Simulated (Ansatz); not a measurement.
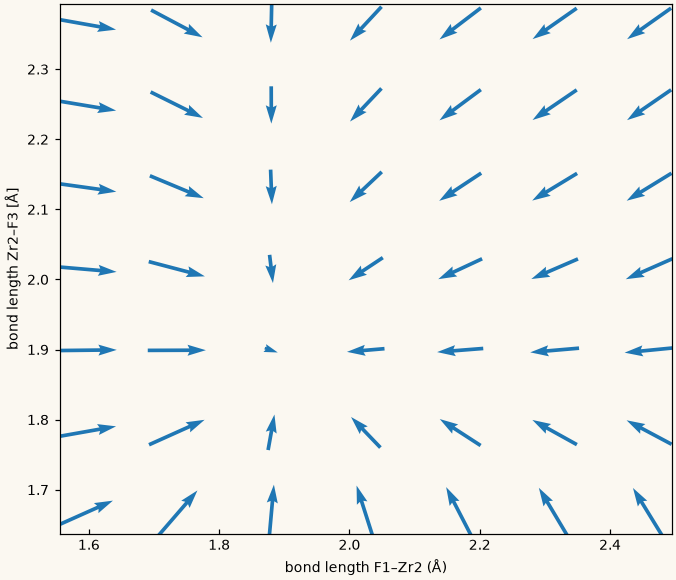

Br₂F₂Zr, SMILES [F][Zr]([F])([Br])[Br]. 
- First axis: bond length F1–Zr2. Second axis: bond length Zr2–F3.
- Nothing is relaxed (all other coordinates rigid).
- The scan uses a 7 × 7 grid.
- Computed with RKS B3LYP-D4/def2-SVP in Ansatz 0.2.0.

In the figure: arrows along the force (downhill), their lengths compressed.

### The arrows alone are given. Where is the energy lowest?

The arrows converge at about bond length F1–Zr2 = 1.892 Å, bond length Zr2–F3 = 1.891 Å (read from the interpolated surface).

The energy map of the same scan:

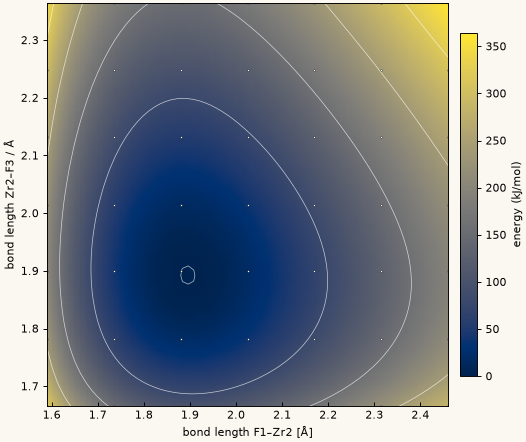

Energies are in kJ/mol, from the lowest grid point; between grid points the surface is interpolated.
